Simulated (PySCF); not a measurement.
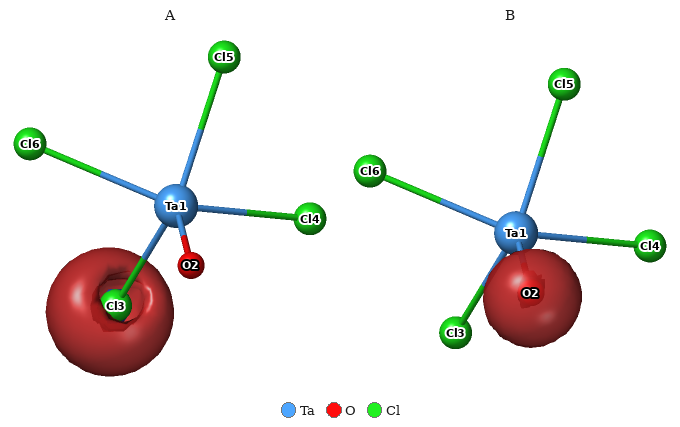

Figure. [TaOCl4]- (Cl4OTa, charge −1). Pipek–Mezey orbitals, occupied; each surface holds about 70 % of the orbital's density. Energies are diagonal elements of the Fock matrix.

PySCF calculation, TPSSh/def2-TZVP, gas phase; geometry: GFN2-xTB. Core potentials replace the inner electrons of Ta; spin–orbit coupling isn't included. This is a single-reference result, which may miss multireference character in this system. No frequency check shows the geometry to be a minimum. GFN2-xTB bond lengths at metals and heavier atoms can be off by up to 0.1 Å and shapes distorted, which carries into these values. The basis has no diffuse functions, which an anion needs.

Input

```python
import numpy as np
from pyscf import gto, scf, dft, lo
from pyscf.data.elements import chemcore

def solve(mol, dm0=None, hcore=None):
    mf = (dft.UKS if mol.spin else dft.RKS)(mol, xc='tpssh')
    mf.grids.level = 3
    mf = mf.density_fit(auxbasis='def2-universal-jkfit')
    mf.conv_tol, mf.max_cycle = 1e-8, 80
    if hcore is not None:
        mf.get_hcore = lambda *args: hcore
    mf.kernel(dm0)
    if not mf.converged:
        mf = mf.newton().run(mf.mo_coeff, mf.mo_occ, max_cycle=30)
    assert mf.converged, 'SCF not converged'
    return mf

mol = gto.M(atom='''
Ta    -0.00013     0.00002     0.23095
O     -0.00278     0.00018     1.93675
Cl     0.81039     2.07981    -0.47638
Cl    -2.08000     0.80938    -0.47572
Cl    -0.80900    -2.07973    -0.47684
Cl     2.08047    -0.80965    -0.47420
''', basis='def2-tzvp', ecp={'Ta': 'def2-tzvp'}, charge=-1, spin=0, verbose=4)
mf = solve(mol)
occ_all = mf.mo_coeff[:, mf.mo_occ > 0]
occ = occ_all[:, chemcore(mol):]
pm = lo.PM(mol, occ, pop_method='meta_lowdin')
loc = pm.kernel()
for _ in range(5):
    new, stable = pm.stability_jacobi(return_status=True)
    if stable:
        break
    loc = pm.kernel(new)
fock, s = mf.get_fock(), mf.get_ovlp()
ortho = lo.orth_ao(mol, 'meta_lowdin')
labels = mol.ao_labels(fmt=None)
vir = loc[:, :0]
both = np.hstack([loc, vir])
p = (ortho.T @ s @ both) ** 2
pop = np.array([p[[l[0] == a for l in labels]].sum(0) for a in range(mol.natm)])
spd = np.array([[p[[l[0] == a and l[2][-1] == k for l in labels]].sum(0) for k in 'spd'] for a in range(mol.natm)])
eps = np.einsum('pi,pq,qi->i', both, fock, both)
for i in np.argsort(eps):
    top = np.argsort(-pop[:, i])[:3]
    print('%3d %s %9.4f Eh ' % (i + 1, 'occ' if i < loc.shape[1] else 'vir', eps[i]), '  '.join('%s%d %.3f' % (mol.atom_symbol(a), a + 1, pop[a, i]) for a in top))
np.savez('result.npz', c=both, nocc=loc.shape[1], pop=pop, spd=spd, eps=eps, e=mf.e_tot)
```

Command:

```sh
OMP_NUM_THREADS=1 python input.py
```

The run took 43 s on 1 thread of Intel(R) Xeon(R) Platinum 8375C CPU @ 2.90GHz (Ice Lake), with other jobs on the host, peak memory 0.95 GiB.

Name the orbitals, with their atomic make-up and energies.

By panel:
- A: lone pair on Cl3 (s-type) (Cl3 99 %; −14.3 eV)
- B: lone pair on O2 (s-type) (O2 97 %; −17.7 eV)
